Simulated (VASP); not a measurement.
Band structure of InP (zinc blende). These are PBE GGA with D3 dispersion (Becke-Johnson damping), VASP's PBE PAW potentials (set 64) (plane waves; VASP) values and carry that method's errors.

Unless said otherwise, spin-orbit coupling is left out, though it shifts the bands of the heavy elements here.

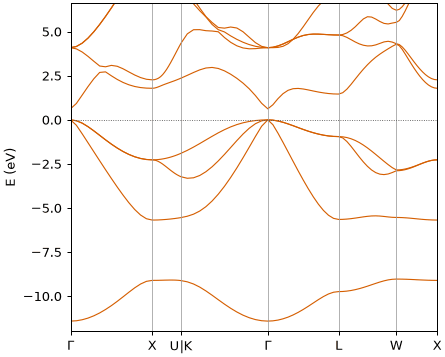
*Bands along high-symmetry lines, zero at the valence-band maximum or, without a gap, the Fermi level*

Question: Read the plot: is there a gap, and where are the band edges?

Answer: The gap is direct, 0.63 eV, from the valence maximum at Γ to the conduction minimum at Γ. (Edges off the drawn lines would not show.)

Measured: gap 1.47 eV (computed value off by -0.84 eV), as given by Wei Chen et al., Physical Review Materials (2018), doi:10.1103/physrevmaterials.2.073803 [zero-point renormalisation of 0.05 eV added back (the table's ZPR column)].

The compound is InP in the zinc blende structure. It was relaxed first.
